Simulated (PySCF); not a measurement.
## Electronic structure of C₇H₁₁NSi in real space

The calculation's input:

```
{"job": {"kind": "nmr", "xc": "PBE0", "basis": "pcSseg-1"}, "charge": 0, "multiplicity": 1}
C     -2.156820    -1.166246    -0.599692
C     -1.290731    -0.245208    -0.203289
C     -1.620538     1.218675    -0.255574
C      0.073465    -0.626583     0.287081
C      0.570031     0.139651     1.539074
Si     2.013553     0.938579     0.582104
C      1.180021    -0.206087    -0.734682
C      1.971800    -1.301595    -1.170683
N      2.624407    -2.190753    -1.483950
H     -1.930995    -2.218513    -0.556394
H     -3.128494    -0.904299    -0.984022
H     -0.746654     1.814084    -0.513214
H     -2.404226     1.406988    -0.985309
H     -1.981682     1.557999     0.715603
H      0.103615    -1.707069     0.447711
H      0.869721    -0.540920     2.333506
H     -0.177967     0.806374     1.960098
H      3.369878     0.579175     0.975897
H      1.882419     2.359519     0.256409
H      0.774046     0.296908    -1.613709
```

Launched as:

```sh
OMP_NUM_THREADS=1 python probes_run.py task.json out
```

Geometry: GFN2-xTB.

Level of theory: PBE0/pcSseg-1, SCF density, gas phase, non-relativistic (PySCF).

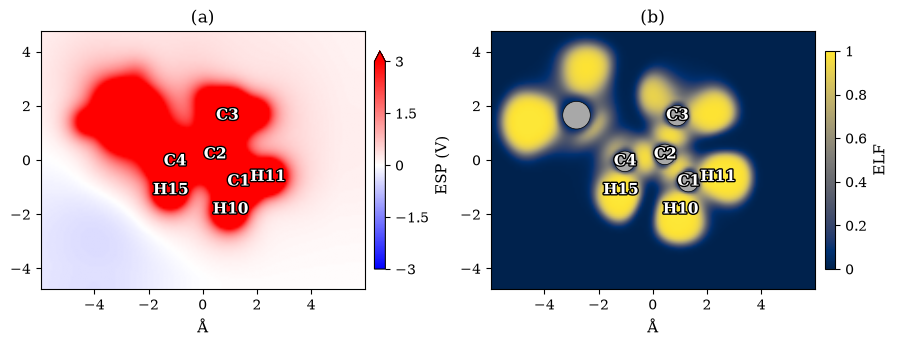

Figure 1. (a) molecular electrostatic potential; (b) ELF on the plane of atoms C3, C2 and C4. Grey discs cover the atomic cores in the ELF map.

What do the fields say about this system?

The plane passes through C and H nuclei.
C–C (1.32 Å): the ELF peaks at about 0.90 between the atoms (a short, multiple covalent bond).
C–H (1.08 Å): the ELF climbs to about 1 towards the hydrogen, as it does in any bond to H; a covalent bond by its length.
C–C (1.50 Å): the ELF peaks at about 0.95 between the atoms, as expected for a covalent bond.
Outside the dense part of the molecule the potential is most negative (−0.4 V) near N9, which lies off the plane.

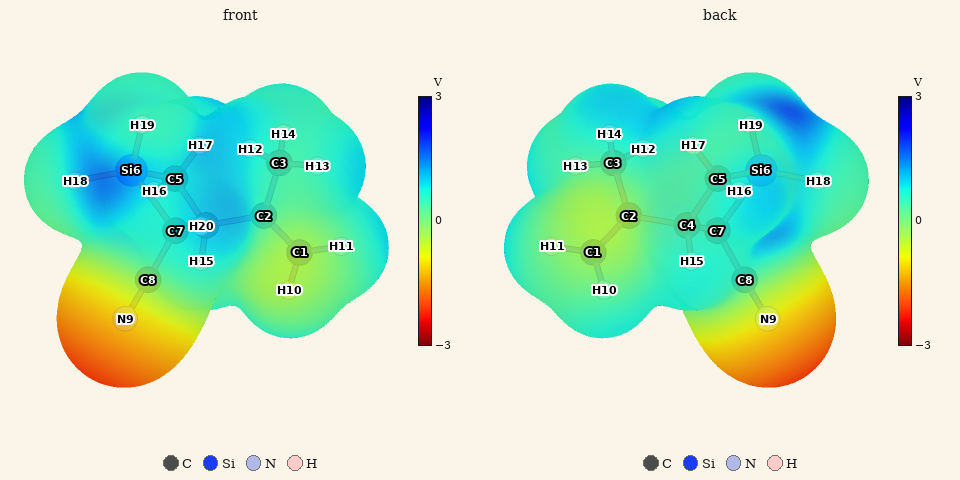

Figure 2. The molecular electrostatic potential painted on the density surface at 0.002 e/bohr³, seen from the front and from behind; the colour scale runs from red (negative) to blue (positive).

Where is the surface potential most negative and most positive?

The most negative region (about −2.1 V, or −48 kcal/mol for a unit charge) lies over N9, the most positive (about +1.8 V, or +42 kcal/mol for a unit charge) over Si6. N9 is the likeliest acceptor of a hydrogen bond.

What dipole moment does the calculation give?

Its dipole moment is 4.75 D.
